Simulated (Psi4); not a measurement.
**GeH3Cl (chlorogermane) at TPSS/def2-TZVP**

What is the energy change on altering one bond length of GeH3Cl (chlorogermane) at TPSS/def2-TZVP? 

Program for the calculation: Psi4 1.11.

5 further runs of the same task are left out: 5 that didn't finish.

## (1) The system as given

GeH3Cl: 5 atoms, total charge 0, spin state singlet. As SMILES, `[Cl][GeH3]`. Geometry: relaxed at PBE0-D4/def2-TZVP.

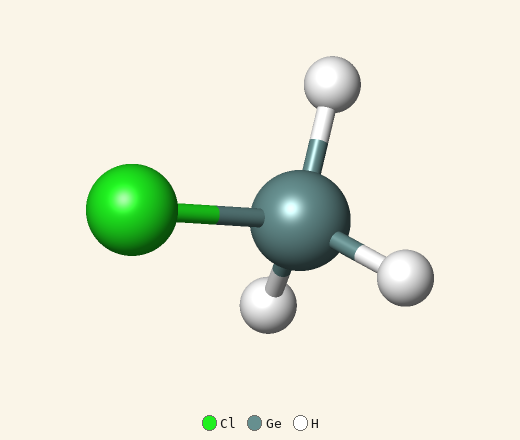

Viewed from a chosen angle; chlorine green, germanium teal, hydrogen white.

## (2) Energy and gradient at TPSS/def2-TZVP

Input file clgeh3.xyz:

```xyz
5
ClGeH3
Cl    -1.875800    -0.025100     0.641300
Ge     0.161800    -0.013900    -0.060600
H      0.160400     0.656200    -1.438100
H      0.619000    -1.473700    -0.140600
H      0.984500     0.782900     0.956700
```

Input file run.py:

```python
import psi4

psi4.set_memory(1600000000)
psi4.set_num_threads(1)
psi4.set_output_file('clgeh3.out', False)

with open('clgeh3.xyz') as f:
    atoms = ''.join(f.readlines()[2:])
molecule = psi4.geometry('0 1\n' + atoms + 'symmetry c1')

psi4.set_options({
    'basis': 'def2-TZVP',
    'puream': True,
    'e_convergence': 1e-09,
    'd_convergence': 1e-08,
    'scf_type': 'pk',
    'dft_radial_points': 99,
    'dft_spherical_points': 590,
})

E, wfn = psi4.gradient('TPSS', molecule=molecule, return_wfn=True)
psi4.oeprop(wfn, 'MULLIKEN_CHARGES', 'WIBERG_LOWDIN_INDICES', 'LOWDIN_CHARGES')
print('gradient / Eh bohr^-1')
print(E.np.round(6))
print(f'energy = {wfn.energy():.10f} Eh')
```

Launch:

```sh
$ python run.py
```

clgeh3.out:

```text
[...]
  Running in c1 symmetry.
[...]
  Nuclear repulsion =  176.393821920947829
[...]
  Multiplicity = 1
[...]
  Nalpha       = 26
  Nbeta        = 26
[...]
    Number of basis functions: 103
[...]
   @RKS iter   1: -2537.25077969420636   -1.22161e+00   3.14028e-02 ADIIS/DIIS
[...]
   @RKS iter  12: -2539.04841491549496   -2.72848e-12   3.10763e-09 DIIS
[...]
    Orbital Energies [Eh]
    ---------------------
    Doubly Occupied:
       1A   -397.746672     2A   -100.977009     3A    -49.323451
       4A    -43.861727     5A    -43.859988     6A    -43.859987
       7A     -9.228261     8A     -7.005556     9A     -6.998473
      10A     -6.998473    11A     -6.061272    12A     -4.252008
      13A     -4.246793    14A     -4.246793    15A     -1.127753
      16A     -1.124683    17A     -1.124683    18A     -1.121055
      19A     -1.121055    20A     -0.754129    21A     -0.526118
      22A     -0.347961    23A     -0.347951    24A     -0.346386
      25A     -0.277314    26A     -0.277311
[...]
  @RKS Final Energy: -2539.04841491549496
   => Energetics <=
    Nuclear Repulsion Energy =            176.3938219209478291
    One-Electron Energy =               -3883.0415741489946413
    Two-Electron Energy =                1276.0045620874725500
    DFT Exchange-Correlation Energy =    -108.4052247749202991
    Empirical Dispersion Energy =           0.0000000000000000
    VV10 Nonlocal Energy =                  0.0000000000000000
    Total Energy =                      -2539.0484149154949591
[...]
 Multipole Moments:
 ------------------------------------------------------------------------------------
     Multipole            Electronic (a.u.)      Nuclear  (a.u.)        Total (a.u.)
 ------------------------------------------------------------------------------------
 L = 1.  Multiply by 2.5417464519 to convert [e a0] to [Debye]
 Dipole X            :          2.3088498           -1.6106042            0.6982456
 Dipole Y            :          0.0125858           -0.0087801            0.0038057
 Dipole Z            :         -0.7956247            0.5550220           -0.2406027
 Magnitude           :                                                    0.7385466
[...]
  -Total Gradient:
     Atom            X                  Y                   Z
    ------   -----------------  -----------------  -----------------
       1        0.004281121334     0.000024220843    -0.001471936813
       2       -0.003212009944    -0.000032928289     0.001091322005
       3       -0.000227816721    -0.000199286867     0.000489699131
       4       -0.000367469291     0.000443878324     0.000106854431
       5       -0.000471271321    -0.000235740727    -0.000217115950
[...]
  Mulliken Charges: (a.u.)
   Center  Symbol    Alpha    Beta     Spin     Total
       1    CL     8.66047  8.66047  0.00000 -0.32093
       2    GE    15.85051 15.85051  0.00000  0.29898
       3     H     0.49634  0.49634  0.00000  0.00732
       4     H     0.49634  0.49634  0.00000  0.00732
       5     H     0.49634  0.49634  0.00000  0.00731
   Total alpha = 26.00000, Total beta = 26.00000, Total charge = -0.00000
  Lowdin Charges: (a.u.)
   Center  Symbol    Alpha    Beta     Spin     Total
       1    CL     8.46553  8.46553  0.00000  0.06894
[...]
```

The script printed:

```text
gradient / Eh bohr^-1
[[ 4.281e-03  2.400e-05 -1.472e-03]
 [-3.212e-03 -3.300e-05  1.091e-03]
 [-2.280e-04 -1.990e-04  4.900e-04]
 [-3.670e-04  4.440e-04  1.070e-04]
 [-4.710e-04 -2.360e-04 -2.170e-04]]
energy = -2539.0484149155 Eh
```

Run time: 74 s. Hardware: 1 thread of Intel Xeon Platinum 8375C at 2.90GHz (Ice Lake), shared host; peak memory 0.76 GiB.

## (3) The distorted shape at the same level

Input file clgeh3.dat:

```
memory 1.6 GB

molecule molecule1 {
  0 1
  Cl
  Ge 1 2.155134
  H 2 1.531843 1 107.11447
  H 2 1.531812 3 111.72742 1 117.00925
  H 2 3.3701 4 111.72076 3 -125.98986
  symmetry c1
}

set reference rks
set puream true
set e_convergence 1e-09
set d_convergence 1e-08
set scf_type pk
set dft_radial_points 99
set dft_spherical_points 590

result = gradient('tpss/def2-TZVP')
```

Launch:

```sh
$ psi4 clgeh3.dat clgeh3.out -n 1
```

clgeh3.out:

```text
[...]
  Running in c1 symmetry.
[...]
  Nuclear repulsion =  169.187764244260507
[...]
  Multiplicity = 1
[...]
  Nalpha       = 26
  Nbeta        = 26
[...]
    Number of basis functions: 103
[...]
   @RKS iter   1: -2536.59799472348004   -8.10842e-01   3.23070e-02 DIIS/ADIIS
[...]
   @RKS iter  19: -2538.89662210423148   -7.73070e-12   5.79790e-09 DIIS
[...]
    Orbital Energies [Eh]
    ---------------------
    Doubly Occupied:
       1A   -397.780417     2A   -101.005354     3A    -49.355645
       4A    -43.894321     5A    -43.893006     6A    -43.891620
       7A     -9.255953     8A     -7.033107     9A     -7.026970
      10A     -7.025720    11A     -6.091967    12A     -4.282521
      13A     -4.279489    14A     -4.275588    15A     -1.157350
      16A     -1.155852    17A     -1.152661    18A     -1.152324
      19A     -1.150602    20A     -0.777786    21A     -0.530930
      22A     -0.369465    23A     -0.369054    24A     -0.320253
      25A     -0.299394    26A     -0.223647
[...]
  @RKS Final Energy: -2538.89662210423148
   => Energetics <=
    Nuclear Repulsion Energy =            169.1877642442605065
    One-Electron Energy =               -3867.2650906953131198
    Two-Electron Energy =                1267.4146891882539876
    DFT Exchange-Correlation Energy =    -108.2339848414328287
    Empirical Dispersion Energy =           0.0000000000000000
    VV10 Nonlocal Energy =                  0.0000000000000000
    Total Energy =                      -2538.8966221042314828
[...]
 Multipole Moments:
 ------------------------------------------------------------------------------------
     Multipole            Electronic (a.u.)      Nuclear  (a.u.)        Total (a.u.)
 ------------------------------------------------------------------------------------
 L = 1.  Multiply by 2.5417464519 to convert [e a0] to [Debye]
 Dipole X            :         -2.3167664            1.5289833           -0.7877832
 Dipole Y            :         -1.3376016            0.8827919           -0.4548096
 Dipole Z            :          1.4259295           -1.1601999            0.2657296
 Magnitude           :                                                    0.9476636
[...]
  -Total Gradient:
     Atom            X                  Y                   Z
    ------   -----------------  -----------------  -----------------
       1       -0.000959497854    -0.000552903958    -0.001418923759
       2       -0.016317647361    -0.009412840679    -0.001127750513
       3       -0.003897973213     0.003055926009    -0.002016041330
       4        0.000705517466    -0.004908247889    -0.002019984126
       5        0.020471909427     0.011819399476     0.006584745369
[...]
```

Run time: 85 s. Hardware: 1 thread of Intel Xeon Platinum 8375C at 2.90GHz (Ice Lake), shared host; peak memory 0.72 GiB.

## (4) Results

Level: TPSS/def2-TZVP.

| quantity | value |
| --- | --- |
| first shape: total energy | -2539.04841 Eh |
| first shape: dipole moment | 1.88 D |
| first shape: HOMO energy | -7.55 eV |
| first shape: LUMO energy | -1.02 eV |
| first shape: HOMO–LUMO gap | 6.53 eV |
| first shape: largest force on an atom | 0.233 eV/Å |
| distorted shape: total energy | -2538.89662 Eh |
| distorted shape: dipole moment | 2.41 D |
| distorted shape: HOMO energy | -6.09 eV |
| distorted shape: LUMO energy | -4.89 eV |
| distorted shape: HOMO–LUMO gap | 1.19 eV |
| distorted shape: largest force on an atom | 1.262 eV/Å |
| energy change with the Ge2–H5 bond stretched from 1.532 to 3.370 Å | 4.130 eV |

One bond (distorted shape) is far stretched, which a spin-restricted single reference describes badly; a broken-symmetry solution may lie lower. With the Ge2–H5 bond stretched from 1.532 to 3.370 Å the energy rises by 4.13 eV (399 kJ/mol). The first shape isn't relaxed at this level, so the change isn't measured from a minimum. A restricted reference can't describe the breaking bond well at this length.
